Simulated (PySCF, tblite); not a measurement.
# C5H9ClOSi: geometry, infrared bands and NMR shifts

Aim: predict the infrared bands and NMR shifts of C5H9ClOSi (`CO[SiH2]/C=C/C=C\Cl`).

The runs use tblite 0.8.0 and PySCF 2.14.0, with density-fitted response routines of our own; the level of theory stands in each step. All values are computed, except where a source is named. Atoms are numbered from 0 throughout.

## (1) Starting geometry

17 atoms, charge 0, multiplicity 1; geometry from: force field or distance geometry start.

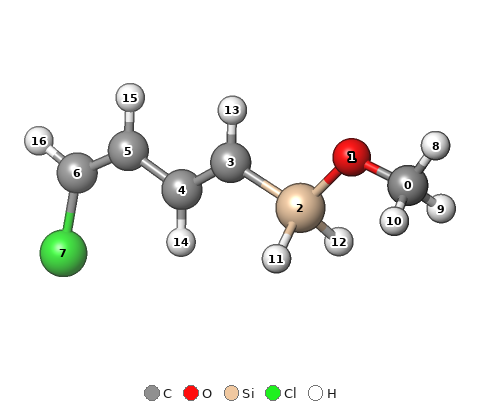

The starting geometry (carbon grey, oxygen red, silicon light orange, chlorine green, hydrogen white), atoms numbered.

## (2) Optimising the geometry with GFN2-xTB

The job: settings as JSON, then the geometry in Å.

```
{"job": {"kind": "relax", "xc": "GFN2-xTB", "basis": "xTB"}, "charge": 0, "multiplicity": 1}
C     -3.813200     0.272200    -0.165300
O     -2.491000     0.753300    -0.119500
Si    -1.247600    -0.375500    -0.050100
C      0.390200     0.436300     0.004600
C      1.570200    -0.208900     0.072900
C      2.827400     0.500600     0.113500
C      4.050400    -0.047000     0.166000
Cl     4.406900    -1.722000     0.195200
H     -4.484100     1.139000    -0.194700
H     -4.077600    -0.311900     0.731600
H     -4.000400    -0.319300    -1.071200
H     -1.354100    -1.238800    -1.252500
H     -1.456800    -1.225200     1.151500
H      0.337900     1.510700     0.004000
H      1.604000    -1.287200     0.073100
H      2.774000     1.589800     0.121900
H      4.956700     0.546000     0.209000
```

On the command line:

```
OMP_NUM_THREADS=1 python probes_run.py task.json out
```

The driver reads the jobs from task.json and runs them one after another.

**Question.** This job is followed by: GFN2-xTB harmonic vibrations, gas phase; GIAO PBE0/pcSseg-1 NMR shielding, non-relativistic, gas phase. Predict these results of the whole session: strongest single infrared mode (GFN2-xTB); zero-point energy (GFN2-xTB); ¹³C shifts against TMS (PBE0/pcSseg-1); ¹H shifts against TMS (PBE0/pcSseg-1, means over atoms taken as alike); ¹⁷O shifts against H2O (PBE0/pcSseg-1); ²⁹Si shifts against TMS (PBE0/pcSseg-1); ³⁵Cl shifts against HCl (PBE0/pcSseg-1).

As calculated:

| quantity | value |
| --- | --- |
| strongest single infrared mode (GFN2-xTB) | 2174 cm⁻¹, 419 km/mol |
| zero-point energy (GFN2-xTB) | 76.7 kcal/mol |
| ¹³C shifts against TMS (PBE0/pcSseg-1) | 147.4, 141.5, 139.7, 133.2, 54.1 ppm |
| ¹H shifts against TMS (PBE0/pcSseg-1, means over atoms taken as alike) | 7.19, 6.42, 6.22, 6.14, 5.25, 3.86 ppm |
| ¹⁷O shifts against H2O (PBE0/pcSseg-1) | -4.1 ppm |
| ²⁹Si shifts against TMS (PBE0/pcSseg-1) | -26.8 ppm |
| ³⁵Cl shifts against HCl (PBE0/pcSseg-1) | 192 ppm |

What this shows: The optimisation took 55 steps and gained 0.203 eV; among the close pairs (by a distance rule), O1–Si2 changed most, from 1.681 to 1.623 Å. All 45 modes are real, so the xTB geometry is a minimum. The strongest single mode, at 2174 cm⁻¹, moves mainly H11 and H12. GFN2-xTB is a fitted tight-binding method: band positions and strengths are rough. Its intensities can rank the bands wrongly. At PBE0/pcSseg-1: Shielding is most anisotropic at Cl7 (span 410 ppm, paramagnetic term -389 ppm).
